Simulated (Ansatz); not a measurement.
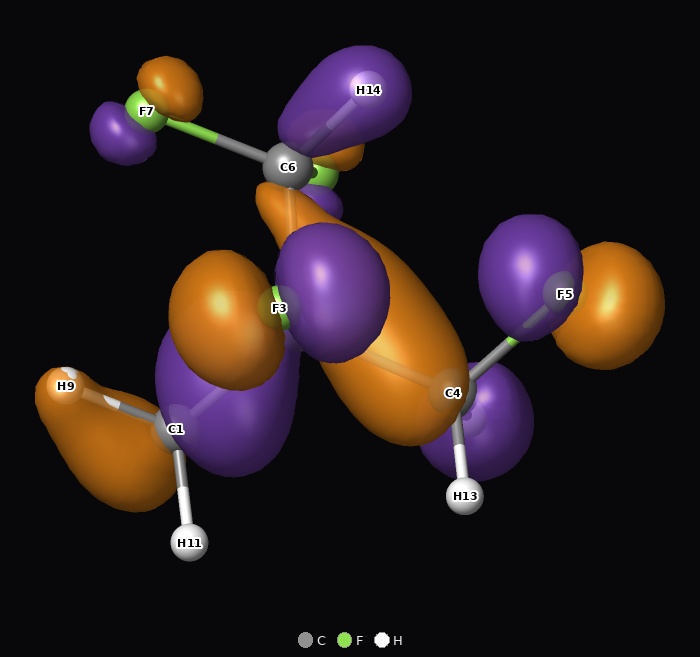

C4H6F4 (SMILES CC(F)(CF)C(F)F). The HOMO−1 at ±0.15 Å⁻³ᐟ² (orange and purple are the two phases), seen at a tilt.

Geometry: PBE0-D4/def2-TZVP.

Computed with Ansatz, RKS PBE0-D4/def2-TZVPP.

Input

```
crystal:
  periodic: [false, false, false]
  atoms:
    - {symbol: C, position_ang: [-1.026199, 0.556143, -0.881041]}
    - {symbol: C, position_ang: [0.264947, 0.123582, -0.229395]}
    - {symbol: F, position_ang: [1.325732, 0.455006, -1.060707]}
    - {symbol: C, position_ang: [0.470447, 0.827778, 1.093181]}
    - {symbol: F, position_ang: [1.596172, 0.356608, 1.731609]}
    - {symbol: C, position_ang: [0.348839, -1.391074, -0.053226]}
    - {symbol: F, position_ang: [0.101237, -2.011912, -1.226797]}
    - {symbol: F, position_ang: [-0.600202, -1.789987, 0.831409]}
    - {symbol: H, position_ang: [-1.091119, 0.131389, -1.881860]}
    - {symbol: H, position_ang: [-1.883875, 0.215268, -0.299810]}
    - {symbol: H, position_ang: [-1.058513, 1.644088, -0.958499]}
    - {symbol: H, position_ang: [-0.390869, 0.664568, 1.745349]}
    - {symbol: H, position_ang: [0.601746, 1.897250, 0.908435]}
    - {symbol: H, position_ang: [1.328758, -1.707708, 0.310250]}
basis:
  gaussian: {orbitals: def2-TZVPP}
hamiltonian: {xc: pbe0, dispersion: d4}
output: {orbitals: {seedname: orbitals}}
```

Command:

```sh
ansatz run in.yaml --threads 2 --pin off --events-out ev --progress --plain --max-ram 32768MiB --backend cuda --devices 0, --max-vram 18GiB
```

What is the character of this orbital?

It lies mainly on F3 (about 20 %), C2 (about 15 %), F5 (about 15 %), C1 (about 15 %) and C4 (about 10 %). Its energy is −9.90 eV.
